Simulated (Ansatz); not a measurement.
# GaSb wire along [110], 36 atoms a period, H-terminated: bands by functional, part 2 of 2

Aim: is the GaSb wire along [110], 36 atoms a period, H-terminated a metal or a semiconductor?

Ansatz 0.2.0; DFT PBE, plane waves, PAW; relaxation of a wire's period; PAW set soft_1 (the session's first sound run).

So far: Starting point; Relaxation of atoms and period.

### 2. Relaxation of atoms and period (continued)

Relaxation path:

```tsv
step	energy less that of the first step (eV)	largest force component (eV/Å)	pressure (GPa)	volume (Å³)
1	0.0000	1.1775	-0.14	2835.34
2	-0.9924	0.5320	-0.12	2855.98
3	-1.1871	0.1673	0.01	2864.72
4	-1.1936	0.1696	0.00	2864.14
5	-1.2147	0.0610	-0.01	2865.79
6	-1.2180	0.0117	0.00	2864.89
7*	-1.2216	0.0118	0.00	2864.89
```

Relaxation steps marked * repeat the geometry before them on a plane-wave basis chosen anew for their cell, so energy and pressure can jump there.

Forces are held to the 2 operations that the run works with; a distortion that breaks them can't arise in this run.

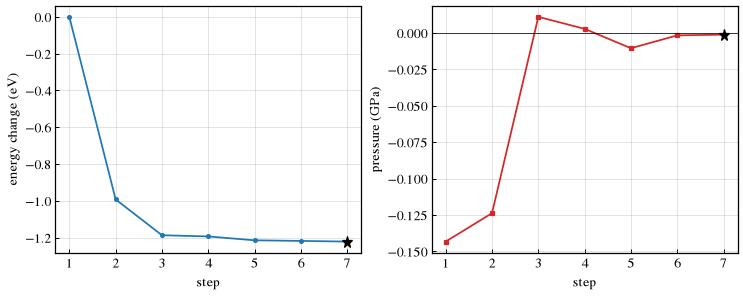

Energy and pressure along the relaxation. Stars mark steps on a basis chosen anew.

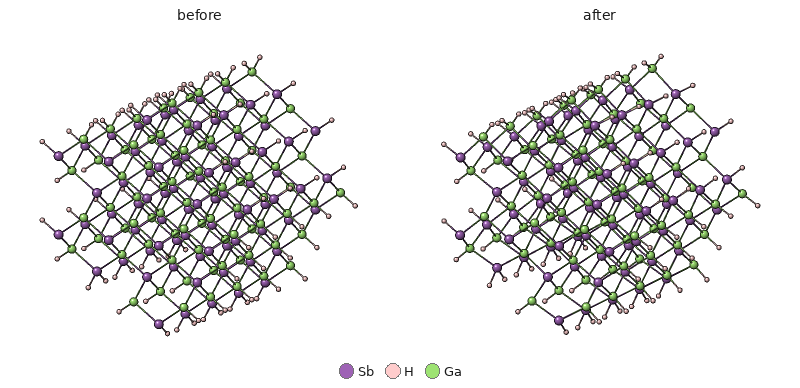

Before and after, at one scale.

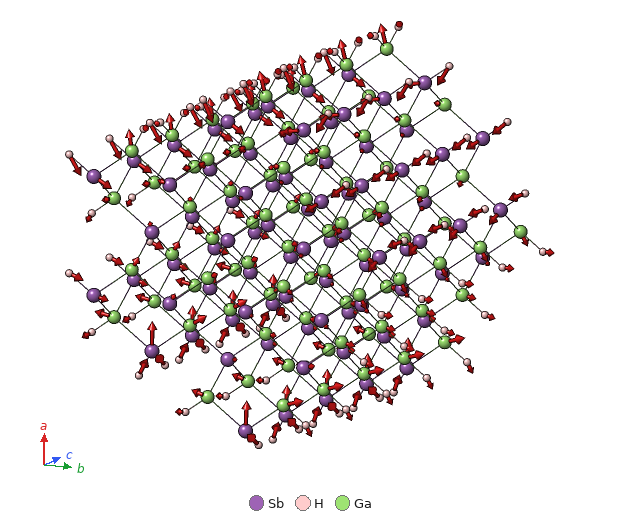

Displacements in the relaxation, exaggerated, measured against the changing cell; the longest in the cell stands for 0.29 Å. 1×1×4 cells are drawn. Some periodic images of atoms are drawn too.

```tsv
cell as run	before	after	change
c (Å)	4.391	4.437	+1.0 %
```

The atoms that moved most (Å, along periodic axes as changes of fractional coordinates times the final cell, across vacuum about the mean position):

```tsv
atom	dx	dy	dz	length
Sb1	0.292	0.013	0.000	0.292
Sb20	0.285	0.003	0.000	0.285
H42	-0.231	0.113	0.000	0.257
H41	-0.212	-0.137	0.000	0.253
H55	-0.209	0.135	0.000	0.249
Ga43	0.231	-0.065	0.000	0.240
H44	0.143	-0.030	0.183	0.235
H19	0.143	-0.030	-0.183	0.235
```

This step gave:

| Item | Value |
| --- | --- |
| cell length along the wire | 4.437 Å |

The cell's length comes to 4.437 Å with spin left out.

### 3. The wire at its relaxed period

This step: DFT PBE, plane waves, PAW; bands of a perfect wire; PAW set soft_1 (Ansatz 0.2.0).

At the relaxed period the bands are computed along the axis; those that cross an energy going forward count the channels that a perfect wire would open there.

File input.yaml:

```yaml
crystal:
  lattice:
    - [25.8, 0.0, 0.0]
    - [0.0, 25.027, 0.0]
    - [0.0, 0.0, 4.4369022408]
  atoms:
    - { symbol: Sb, position: [0.182258147, 0.544369473, 0.0] }
    - { symbol: H, position: [0.191985683, 0.685442474, 0.0] }
    - { symbol: Ga, position: [0.233488511, 0.639715211, 0.0] }
    - { symbol: Ga, position: [0.232872014, 0.450050288, 0.0] }
    - { symbol: Sb, position: [0.41092475, 0.545409995, 0.0] }
    - { symbol: Sb, position: [0.409952553, 0.720941389, 0.0] }
    - { symbol: H, position: [0.436444679, 0.863251442, 0.0] }
    - { symbol: Ga, position: [0.470004112, 0.63427186, 0.0] }
    - { symbol: Ga, position: [0.473254724, 0.459130619, 0.0] }
    - { symbol: Ga, position: [0.467639387, 0.809494421, 0.0] }
    - { symbol: Sb, position: [0.650844457, 0.542451226, 0.0] }
    - { symbol: Sb, position: [0.648141055, 0.712864302, 0.0] }
    - { symbol: H, position: [0.685821993, 0.769525157, 0.0] }
    - { symbol: Ga, position: [0.712673871, 0.62832544, 0.0] }
    - { symbol: Ga, position: [0.710134527, 0.453503075, 0.0] }
    - { symbol: H, position: [0.257521949, 0.280601143, 0.215633016] }
    - { symbol: H, position: [0.868955945, 0.542612556, 0.187776937] }
    - { symbol: H, position: [0.74767848, 0.280275829, 0.310743396] }
    - { symbol: H, position: [0.137338062, 0.542641113, 0.284108365] }
    - { symbol: Sb, position: [0.302324072, 0.280804044, 0.5] }
    - { symbol: Sb, position: [0.292100797, 0.634910086, 0.5] }
    - { symbol: Sb, position: [0.291444659, 0.458412509, 0.5] }
    - { symbol: H, position: [0.31372146, 0.137433078, 0.5] }
    - { symbol: H, position: [0.31516763, 0.774954131, 0.5] }
    - { symbol: Ga, position: [0.352752629, 0.185294155, 0.5] }
    - { symbol: Ga, position: [0.355564745, 0.375171086, 0.5] }
    - { symbol: Ga, position: [0.351237808, 0.547021625, 0.5] }
    - { symbol: Ga, position: [0.350713101, 0.724005293, 0.5] }
    - { symbol: Sb, position: [0.534341658, 0.280104379, 0.5] }
    - { symbol: Sb, position: [0.529874328, 0.630673763, 0.5] }
    - { symbol: Sb, position: [0.532471505, 0.455721612, 0.5] }
    - { symbol: Sb, position: [0.526625945, 0.802794988, 0.5] }
    - { symbol: H, position: [0.553500197, 0.139454548, 0.5] }
    - { symbol: H, position: [0.567945964, 0.856649011, 0.5] }
    - { symbol: Ga, position: [0.591127406, 0.188860507, 0.5] }
    - { symbol: Ga, position: [0.594441578, 0.368556732, 0.5] }
    - { symbol: Ga, position: [0.591425241, 0.543994638, 0.5] }
    - { symbol: Ga, position: [0.589045298, 0.718232638, 0.5] }
    - { symbol: Sb, position: [0.771255792, 0.623190543, 0.5] }
    - { symbol: Sb, position: [0.769040273, 0.462577215, 0.5] }
    - { symbol: H, position: [0.80361876, 0.683213328, 0.5] }
    - { symbol: H, position: [0.802880621, 0.403535196, 0.5] }
    - { symbol: Ga, position: [0.841828795, 0.541274576, 0.5] }
    - { symbol: H, position: [0.137338062, 0.542641113, 0.715891635] }
    - { symbol: H, position: [0.74767848, 0.280275829, 0.689256604] }
    - { symbol: H, position: [0.868955945, 0.542612556, 0.812223063] }
    - { symbol: H, position: [0.257521949, 0.280601143, 0.784366984] }
    - { symbol: H, position: [0.195427297, 0.400644651, 0.0] }
    - { symbol: Sb, position: [0.410460211, 0.198051608, 0.0] }
    - { symbol: Sb, position: [0.414197653, 0.369901001, 0.0] }
    - { symbol: H, position: [0.448648061, 0.142055883, 0.0] }
    - { symbol: Ga, position: [0.476057038, 0.283112647, 0.0] }
    - { symbol: Sb, position: [0.648782266, 0.200001167, 0.0] }
    - { symbol: Sb, position: [0.653345309, 0.364560948, 0.0] }
    - { symbol: H, position: [0.683411479, 0.141265515, 0.0] }
    - { symbol: Ga, position: [0.720001375, 0.279493007, 0.0] }
kpoints:
  mp_grid: { grid: [1, 1, 19] }
  band_path: { path: ["Γ", Z], npoints: 90 }
scf:
  occupations: { method: fermi_dirac, width: 0.05 }
hamiltonian:
  xc: pbe
  pseudopotentials: { kind: paw, azcp: { folder: soft_1 } }
output:
  dos: { e_range: [-5, 4] }
  write_potential: true
  write_density: true
  volumetric_format: npy
```

Run with:

```
ansatz run input.yaml --threads 4 --pin off --max-ram 16384MiB --backend cpu --events-out ev --progress --plain --runs-dir out
```

Numbers of over 12 decimals in the logs are rounded to 6 here.

Output:

```text
[...]
Crystal: 56 atoms, lattice volume = 2864.893 Å³
Basis set: ecut = 420 eV, 56155 PW (Γ)
Bands: 318, of which v1, the nominal top of the filled ones, is band 262 counted from 1 (261 counted from 0)
Symmetry: 2 space group operations
[...]
k-points: 10 of 19
[...]
SCF iter   1: F=—  HF=-185137.512738 eV  |F-HF|=—  |Δ(HF+E_count)|=         —  Δρ=2.91e-2  dr2=2.38e1  ethr=3.10e-3  ⟨swp⟩=6.3  Hψ=13082  notcnv=0  defer=151
[...]
SCF iter  14: F=-185131.477169 eV  HF=-185131.477169 eV  |F-HF|=2.94e-8  |Δ(HF+E_count)|=   1.08e-7  Δρ=1.03e-6  dr2=8.76e-8  ethr=1.91e-11  ⟨swp⟩=13.7  Hψ=13747  notcnv=0
SCF 1 converged in 14 iterations: F = -185131.477169 eV  dr2 = 8.76e-8
[...]
NSCF: frozen V_eff on 91 k-points
WARN: pass on a band path, mesh or list of k-points: the 91 k-points are solved 12 at a time at the most, because the 14.40 GiB of host memory that the pass is priced against does not hold them all with the solver's workspace as planned. The pass can take longer, above all where fewer k-points are solved at a time than the run has threads. As a rule a larger memory budget leaves room for more at once. The budget is what a run with no `--max-ram-frac` typed is planned for, 0.8 of the host's memory or its container's limit. More memory there lifts it, and so does a share over 0.88 that is typed (of such a share the budget is ten elevenths): [rest of the remark cut]
WARN: The output density's exchange-correlation potential varies sharply where the density is thin. Do not read a vacuum level from v_tot or v_xc, or from such a field of the output density. On a cell that repeats whose density bears no net charge and no dipole along the vacuum's axis use v_es (v_loc + v_h of the components); under efield.dipole_correction with no amplitude use v_es + v_field, which holds any externa [...]
SCF converged after 14 iterations
Free energy (F): -185131.477169 eV
[...]
Internal energy: -185131.477153 eV  (E = F + TS)
E sigma→0 (E₀):  -185131.477161 eV
Entropy (-TS):   -0.000016 eV (-0.000 meV/atom)
Fermi energy:    0.243896 eV
[...]
--- Band table (eV; the first three rows and the last of 10) ---
  k-point 0: bands = [... 258 lower, -0.6304, -0.5387, -0.3427, -0.2065, 0.7166, 0.7570, 0.7915, 0.9047, ... 52 higher]
  k-point 1: bands = [... 258 lower, -0.6883, -0.5535, -0.5046, -0.3900, 0.9206, 0.9292, 0.9647, 1.0796, ... 52 higher]
  k-point 2: bands = [... 258 lower, -0.7544, -0.6856, -0.6657, -0.4654, 1.2518, 1.2856, 1.3433, 1.4226, ... 52 higher]
  k-point 9: bands = [... 258 lower, -1.3569, -1.3087, -1.2553, -1.1333, 1.1056, 1.1148, 1.3195, 1.4169, ... 52 higher]
```

The job ended after 68 min (4 threads of Arm Neoverse V1, shared host; peak memory 14 GiB).

This step gave:

```
band gap : 0.9231 eV
```

The electronic bands at the labelled points (eV, zero at the Fermi level; v1 is the highest filled band, c1 the lowest empty one):

```tsv
point	v4	v3	v2	v1	c1	c2	c3	c4
Γ	-0.87	-0.78	-0.59	-0.45	0.47	0.51	0.55	0.66
Z	-1.61	-1.55	-1.51	-1.38	0.86	0.87	1.06	1.17
```

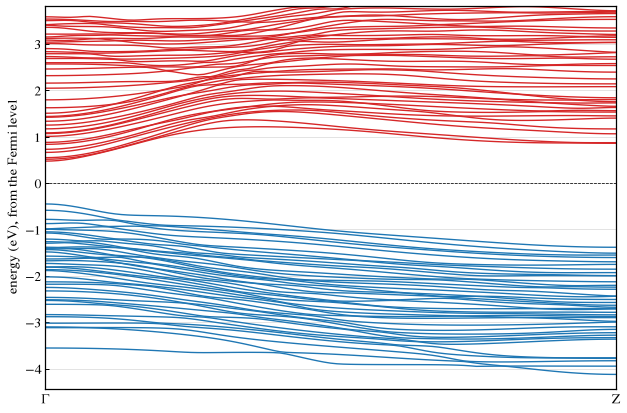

Electronic bands along the path; lines of filled and empty bands in two colours.

The gap is 0.923 eV, with spin left out.

The path shows a direct gap of 0.92 eV (valence top at Γ, conduction bottom at Γ).

### 4. Levels at the same atoms, cutoff 500 eV, k-mesh 1×1×14

This step: DFT r2SCAN, plane waves, PAW; bands of a perfect wire at the PBE geometry; PAW set soft_1 (Ansatz 0.2.0).

The atoms stay at the PBE geometry and the functional changes. r2SCAN also reads the kinetic-energy density; it often gives larger moments and wider gaps than PBE, at a higher cost. Against the first PBE run of this kind, the cutoff is 500 eV against 420 and the mesh along the wire has 14 points against 19.

Changes to input.yaml since step 3:

```diff
@@ -63,3 +63,3 @@
 kpoints:
-  mp_grid: { grid: [1, 1, 19] }
+  mp_grid: { grid: [1, 1, 14] }
   band_path: { path: ["Γ", Z], npoints: 90 }
@@ -68,8 +68,3 @@
 hamiltonian:
-  xc: pbe
+  xc: r2scan
   pseudopotentials: { kind: paw, azcp: { folder: soft_1 } }
-output:
-  dos: { e_range: [-5, 4] }
-  write_potential: true
-  write_density: true
-  volumetric_format: npy
```

Output:

```text
[...]
Crystal: 56 atoms, lattice volume = 2864.893 Å³
Basis set: ecut = 500 eV, 72581 PW (Γ), exchange–correlation on 768×768×144 points (64 copies of the dense FFT grid, shifted against one another)
Bands: 318, of which v1, the nominal top of the filled ones, is band 262 counted from 1 (261 counted from 0)
Symmetry: 2 space group operations
[...]
k-points: 8 of 14
[...]
SCF iter   1: F=—  HF=-185530.919632 eV  |F-HF|=—  |Δ(HF+E_count)|=         —  Δρ=2.92e-2  dr2=2.22e1  dr2_τ=1.83e-1  ethr=3.10e-3  ⟨swp⟩=6.1  Hψ=9619  notcnv=0  defer=155
[...]
SCF iter  13: F=-185528.241101 eV  HF=-185528.241101 eV  |F-HF|=4.66e-8  |Δ(HF+E_count)|=   8.85e-8  Δρ=1.03e-6  dr2=4.73e-8  dr2_τ=6.46e-10  ethr=1.91e-11  ⟨swp⟩=13.1  Hψ=13040  notcnv=0
SCF 1 converged in 13 iterations: F = -185528.241101 eV  dr2 = 4.73e-8
[...]
SCF converged after 13 iterations
Free energy (F): -185528.241101 eV
[...]
Internal energy: -185528.241099 eV  (E = F + TS)
E sigma→0 (E₀):  -185528.241100 eV
Entropy (-TS):   -0.000002 eV (-0.000 meV/atom)
Fermi energy:    0.213154 eV
[...]
--- Band table (eV; the first three rows and the last of 8) ---
  k-point 0: bands = [... 258 lower, -0.8052, -0.7293, -0.5253, -0.3783, 0.8442, 0.8509, 0.8875, 0.9973, ... 52 higher]
  k-point 1: bands = [... 258 lower, -0.8735, -0.7874, -0.7607, -0.6137, 1.1287, 1.1587, 1.1892, 1.2931, ... 52 higher]
  k-point 2: bands = [... 258 lower, -1.0068, -0.9528, -0.8809, -0.6930, 1.5256, 1.6230, 1.7211, 1.7333, ... 52 higher]
  k-point 7: bands = [... 258 lower, -1.5903, -1.5363, -1.4829, -1.3461, 1.1510, 1.1877, 1.3853, 1.4818, ... 52 higher]
```

Run time: 1.7 h. Hardware: 4 threads; peak memory 13 GiB.

Numbers from this step:

* band gap: 1.223 eV

Electronic bands along the path, in eV, zero at the Fermi level; v1 is the highest filled band, c1 the lowest empty one:

```tsv
point	v4	v3	v2	v1	c1	c2	c3	c4
Γ	-1.02	-0.94	-0.74	-0.59	0.63	0.64	0.67	0.78
Z	-1.80	-1.75	-1.70	-1.56	0.94	0.97	1.17	1.27
```

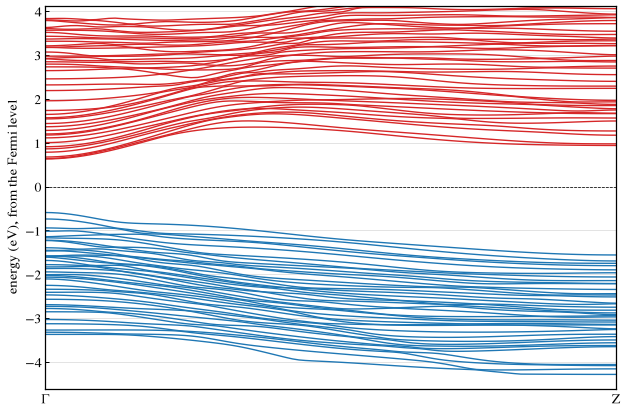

Electronic bands along the path; lines of filled and empty bands in two colours.

The gap is 1.22 eV, against 0.923 eV under PBE at the relaxed period.

### 5. What came out

```json
{"cell length, PBE": "4.437 Å", "gap, PBE": "0.923 eV", "gap, r2SCAN": "1.22 eV"}
```

What this shows: Under PBE the cell's length is 4.44 Å, and a gap of 0.92 eV makes it a semiconductor. At the relaxed period the wire is gapped under every functional, from 0.92 eV (PBE) to 1.22 eV (r2SCAN). Weak screening in one dimension makes quasiparticle gaps larger than the semilocal gaps, as a rule. Plain hydrogen on a compound's surface is a simple closure: it may leave surface states, and facets that end in unlike atoms put a field across the wire, both of which shrink the gap. Spin-orbit coupling is left out, which matters for the bands of heavy atoms.

[Logs are printed without paths, hosts, clocks, repeated set-up lines and the standing remarks that a program may print on its own settings, such as how far it seeks lower states.]

[Hosts, paths, dates, database ids (printed as entryN), source tags and the programs' standing remarks are cut or masked in the printed files.]
